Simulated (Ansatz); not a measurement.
Run report: C₂H₇FOSi, nudged elastic band (part 1 of 2)

The run: nudged elastic band of C₂H₇FOSi. Method and program: RKS revPBE-D4/def2-SVP (Ansatz 0.2.0).

It belongs to a series of runs on one base structure; here: band between the two ends. Figures and captions count atoms from 1; the log counts them from 0 in places.

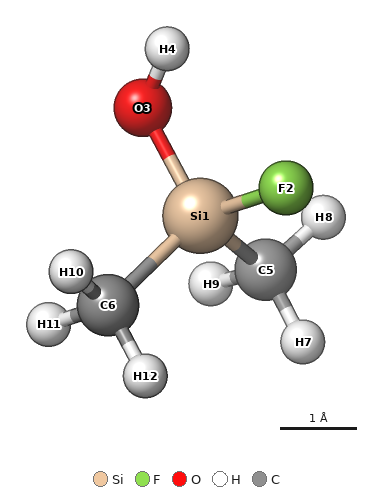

Fig. 1: The starting structure (ball-and-stick view, seen at a tilt; atoms are numbered from 1 in the order of the input).

### Input
```yaml
crystal:
  periodic: [false, false, false]
  atoms:
    - { symbol: Si, position_ang: [0.136024, -0.324191, -0.327222] }
    - { symbol: F, position_ang: [1.312291, -0.412327, -1.488662] }
    - { symbol: O, position_ang: [-0.730469, -1.763453, -0.395987] }
    - { symbol: H, position_ang: [-0.426994, -2.391297, -1.07298] }
    - { symbol: C, position_ang: [0.963699, -0.153146, 1.343756] }
    - { symbol: C, position_ang: [-0.983684, 1.122218, -0.728545] }
    - { symbol: H, position_ang: [1.523622, 0.801567, 1.417743] }
    - { symbol: H, position_ang: [1.671066, -0.987445, 1.5259] }
    - { symbol: H, position_ang: [0.203466, -0.168708, 2.152037] }
    - { symbol: H, position_ang: [-1.452792, 0.99924, -1.725905] }
    - { symbol: H, position_ang: [-1.796759, 1.200011, 0.022979] }
    - { symbol: H, position_ang: [-0.419567, 2.077532, -0.723113] }
basis:
  gaussian: { orbitals: def2-SVP }
hamiltonian:
  xc: revpbe
  dispersion: d4
neb:
  order_check: false
  images: 7
  f_tol: 0.03
  max_iterations: 60
  final_atoms:
    - { symbol: Si, position_ang: [0.2255574, -0.33281458, -0.30965739] }
    - { symbol: F, position_ang: [1.41922245, -0.28858945, -1.45414257] }
    - { symbol: O, position_ang: [-0.48965726, -1.8527211, -0.33922463] }
    - { symbol: H, position_ang: [-0.9605714, -2.07110253, -1.16211723] }
    - { symbol: C, position_ang: [1.00201843, -0.1446604, 1.3781723] }
    - { symbol: C, position_ang: [-0.9824472, 1.03315968, -0.75723043] }
    - { symbol: H, position_ang: [1.56004437, 0.81075102, 1.45170118] }
    - { symbol: H, position_ang: [1.708369, -0.9755746, 1.5778447] }
    - { symbol: H, position_ang: [0.22654609, -0.15520201, 2.17099678] }
    - { symbol: H, position_ang: [-1.39735777, 0.89092493, -1.77672771] }
    - { symbol: H, position_ang: [-1.83053255, 1.06282079, -0.04267925] }
    - { symbol: H, position_ang: [-0.48128858, 2.02300924, -0.73693476] }
  initial_path:
    images:
      - { positions_ang: [[0.136024, -0.324191, -0.327222], [1.312291, -0.412327, -1.488662], [-0.730469, -1.763453, -0.395987], [-0.426994, -2.391297, -1.07298], [0.963699, -0.153146, 1.343756], [-0.983684, 1.122218, -0.728545], [1.523622, 0.801567, 1.417743], [1.671066, -0.987445, 1.5259], [0.203466, -0.168708, 2.152037], [-1.452792, 0.99924, -1.725905], [-1.796759, 1.200011, 0.022979], [-0.419567, 2.077532, -0.723113]] }
      - { positions_ang: [[0.0557453, -0.35424111, -0.27080715], [1.2723816, -0.51396128, -1.50217894], [-0.70085473, -1.79015752, -0.44758656], [-0.22939268, -2.22361369, -1.15725232], [0.94096074, -0.16125418, 1.368438], [-1.00725079, 1.12153356, -0.71550446], [1.54529678, 0.75024529, 1.38618128], [1.60358917, -1.01505197, 1.56980652], [0.21802328, -0.10240747, 2.18774632], [-1.55233396, 0.96775622, -1.64396868], [-1.73461746, 1.31040077, 0.05514591], [-0.41164425, 2.0107524, -0.83001893]] }
      - { positions_ang: [[-0.0245334, -0.38429123, -0.2143923], [1.23247219, -0.61559556, -1.51569588], [-0.67124046, -1.81686205, -0.49918611], [-0.03179136, -2.05593039, -1.24152464], [0.91822248, -0.16936236, 1.39312], [-1.03081758, 1.12084913, -0.70246392], [1.56697156, 0.69892358, 1.35461956], [1.53611235, -1.04265894, 1.61371304], [0.23258057, -0.03610694, 2.22345564], [-1.65187592, 0.93627244, -1.56203236], [-1.67247592, 1.42079053, 0.08731282], [-0.4037215, 1.94397279, -0.93692486]] }
      - { positions_ang: [[-0.1048121, -0.41434134, -0.15797745], [1.19256279, -0.71722985, -1.52921281], [-0.64162619, -1.84356657, -0.55078567], [0.16580996, -1.88824708, -1.32579696], [0.89548422, -0.17747054, 1.41780201], [-1.05438437, 1.12016469, -0.68942339], [1.58864633, 0.64760187, 1.32305784], [1.46863552, -1.07026591, 1.65761956], [0.24713785, 0.03019359, 2.25916496], [-1.75141788, 0.90478866, -1.48009604], [-1.61033438, 1.5311803, 0.11947973], [-0.39579875, 1.87719319, -1.04383079]] }
      - { positions_ang: [[-0.1850908, -0.44439146, -0.1015626], [1.15265338, -0.81886413, -1.54272975], [-0.61201191, -1.8702711, -0.60238523], [0.36341128, -1.72056378, -1.41006928], [0.87274596, -0.18557872, 1.44248401], [-1.07795115, 1.11948025, -0.67638285], [1.61032111, 0.59628016, 1.29149612], [1.40115869, -1.09787288, 1.70152608], [0.26169513, 0.09649413, 2.29487428], [-1.85095985, 0.87330487, -1.39815971], [-1.54819284, 1.64157007, 0.15164664], [-0.387876, 1.81041359, -1.15073672]] }
      - { positions_ang: [[-0.08242875, -0.41649724, -0.15358629], [1.21929565, -0.68629546, -1.52058296], [-0.58142325, -1.8658836, -0.53659508], [0.03241561, -1.80819847, -1.34808126], [0.90506408, -0.17534914, 1.42640608], [-1.05407517, 1.09790011, -0.69659474], [1.59775193, 0.64989787, 1.33154739], [1.47796127, -1.06729831, 1.67060573], [0.25290787, 0.03357009, 2.26390491], [-1.73755933, 0.87770989, -1.49280171], [-1.61877776, 1.49688275, 0.10306517], [-0.41122914, 1.8635625, -1.04728623]] }
      - { positions_ang: [[0.0202333, -0.38860302, -0.20560999], [1.28593792, -0.55372679, -1.49843616], [-0.55083459, -1.8614961, -0.47080493], [-0.29858006, -1.89583315, -1.28609325], [0.9373822, -0.16511956, 1.41032816], [-1.03019918, 1.07631997, -0.71680664], [1.58518274, 0.70351559, 1.37159865], [1.55476385, -1.03672374, 1.63968539], [0.24412061, -0.02935394, 2.23293553], [-1.62415881, 0.8821149, -1.58744371], [-1.68936269, 1.35219543, 0.0544837], [-0.43458229, 1.91671141, -0.94383574]] }
      - { positions_ang: [[0.12289535, -0.3607088, -0.25763369], [1.35258019, -0.42115812, -1.47628937], [-0.52024592, -1.8571086, -0.40501478], [-0.62957573, -1.98346784, -1.22410524], [0.96970031, -0.15488998, 1.39425023], [-1.00632319, 1.05473982, -0.73701854], [1.57261356, 0.75713331, 1.41164992], [1.63156642, -1.00614917, 1.60876504], [0.23533335, -0.09227797, 2.20196616], [-1.51075829, 0.88651991, -1.68208571], [-1.75994762, 1.20750811, 0.00590223], [-0.45793543, 1.96986032, -0.84038525]] }
      - { positions_ang: [[0.2255574, -0.33281458, -0.30965739], [1.41922245, -0.28858945, -1.45414257], [-0.48965726, -1.8527211, -0.33922463], [-0.9605714, -2.07110253, -1.16211723], [1.00201843, -0.1446604, 1.3781723], [-0.9824472, 1.03315968, -0.75723043], [1.56004437, 0.81075102, 1.45170118], [1.708369, -0.9755746, 1.5778447], [0.22654609, -0.15520201, 2.17099678], [-1.39735777, 0.89092493, -1.77672771], [-1.83053255, 1.06282079, -0.04267925], [-0.48128858, 2.02300924, -0.73693476]] }
```

Run as:
```bash
ansatz run input.yaml --threads 2 --pin off --max-ram 3072MiB --backend cpu --events-out ev --progress --plain --runs-dir out
```

### What the program printed
```
Engine: ansatz 0.2.0, aarch64-unknown-linux-gnu
Functional definition: revPBE
  parameter kappa = 1.245
  parameter beta = 0.06672455060314922
  exchange = pbe_x(kappa = kappa, mu = beta*pi^2/3)
  correlation = pbe_c(beta = beta)
1209 factors; their error is unknown
mean field evaluation 1: about -14806.0654 eV, gradient 8.6e1 eV
mean field evaluation 2: about -14783.6906 eV, gradient 1.3e2 eV
mean field evaluation 4: about -14821.5335 eV, gradient 6.9e0 eV
mean field evaluation 8: about -14821.6246 eV, gradient 1.2e-1 eV
mean field evaluation 16: about -14821.5590 eV, gradient 3.3e-4 eV
mean field -14821.55901876 eV, -544.6822475260 hartree, gradient 7.4e-6 eV, S^2 0.000000; 0 other end points of the search recorded, 0 dependent functions left out
the calculation of the forces begins
reference -14821.55906275 eV, -544.6822491425 hartree; 25, 25 occupied and 84, 84 virtual orbitals, 1209 factors
1209 factors; their error is unknown
mean field evaluation 32: about -14821.5982 eV, gradient 5.7e-3 eV
mean field -14821.59821302 eV, -544.6836878882 hartree, gradient 1.0e-5 eV, S^2 0.000000; 0 other end points of the search recorded, 0 dependent functions left out
[... from here on the field's lines of each further geometry are left out, up to the last ...]
NEB iter   1: max|band force component| = 1.138e1 eV/Å  barrier→ = 2.3042 eV  barrier← = 2.3442 eV  Δτ_max = 0.1546 Å  (249 SCF iters)
NEB iter   2: max|band force component| = 2.130e0 eV/Å  barrier→ = 2.0632 eV  barrier← = 2.1033 eV  Δτ_max = 0.2000 Å  (202 SCF iters)
NEB iter   3: max|band force component| = 4.071e0 eV/Å  barrier→ = 1.3803 eV  barrier← = 1.4203 eV  Δτ_max = 0.0999 Å  (222 SCF iters)
NEB iter   4: max|band force component| = 2.052e0 eV/Å  barrier→ = 0.9496 eV  barrier← = 0.9896 eV  Δτ_max = 0.2000 Å  (203 SCF iters)
NEB iter   5: max|band force component| = 3.127e0 eV/Å  barrier→ = 0.5741 eV  barrier← = 0.6141 eV  Δτ_max = 0.1004 Å  (202 SCF iters)
NEB iter   6: max|band force component| = 1.039e0 eV/Å  barrier→ = 0.2873 eV  barrier← = 0.3273 eV  Δτ_max = 0.2000 Å  (200 SCF iters)
NEB iter   7: max|band force component| = 5.681e-1 eV/Å  barrier→ = 0.0977 eV  barrier← = 0.1377 eV  Δτ_max = 0.2000 Å  (197 SCF iters)
NEB iter   8: max|band force component| = 6.805e-1 eV/Å  barrier→ = 0.0308 eV  barrier← = 0.0708 eV  Δτ_max = 0.0984 Å  (195 SCF iters)
NEB iter   9: max|band force component| = 2.523e-1 eV/Å  barrier→ = 0.0123 eV  barrier← = 0.0524 eV  CI = image 4  Δτ_max = 0.0693 Å  (198 SCF iters)
NEB iter  10: max|band force component| = 9.372e-2 eV/Å  barrier→ = 0.0006 eV  barrier← = 0.0406 eV  CI = image 4  Δτ_max = 0.1762 Å  (204 SCF iters)
NEB iter  11: max|band force component| = 1.998e-1 eV/Å  barrier→ = -0.0027 eV  barrier← = 0.0373 eV  CI = image 1  Δτ_max = 0.0899 Å  (200 SCF iters)
NEB iter  12: max|band force component| = 7.848e-2 eV/Å  barrier→ = -0.0009 eV  barrier← = 0.0391 eV  CI = image 1  Δτ_max = 0.0402 Å  (201 SCF iters)
NEB iter  13: max|band force component| = 5.755e-2 eV/Å  barrier→ = -0.0004 eV  barrier← = 0.0396 eV  CI = image 1  Δτ_max = 0.0232 Å  (198 SCF iters)
the calculation of the forces begins
reference -14821.59699204 eV, -544.6836430182 hartree; 25, 25 occupied and 84, 84 virtual orbitals, 1209 factors
1209 factors; their error is unknown
mean field evaluation 928: about -14821.6246 eV, gradient 1.4e0 eV
mean field -14821.55934221 eV, -544.6822594124 hartree, gradient 1.9e-5 eV, S^2 0.000000; 1 other end points of the search recorded, 0 dependent functions left out
the calculation of the forces begins
reference -14821.55938623 eV, -544.6822610302 hartree; 25, 25 occupied and 84, 84 virtual orbitals, 1209 factors
NEB iter  14: max|band force component| = 1.882e-2 eV/Å  barrier→ = -0.0003 eV  barrier← = 0.0397 eV  CI = image 1  Δτ_max = 0.0000 Å  (412 SCF iters)
```

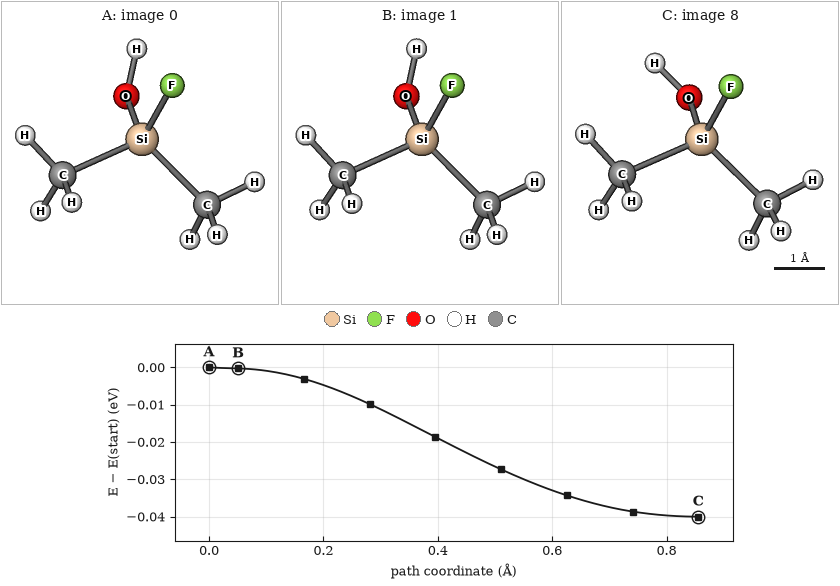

Fig. 2: Images of the last band (counted from 0; ball-and-stick, seen at a tilt) above the energy along the path; the line is a cubic interpolation that uses the forces. No image lies above both ends; the end is 0.040 eV below the start. The path is 0.86 Å long. The band converged in 14 iterations.
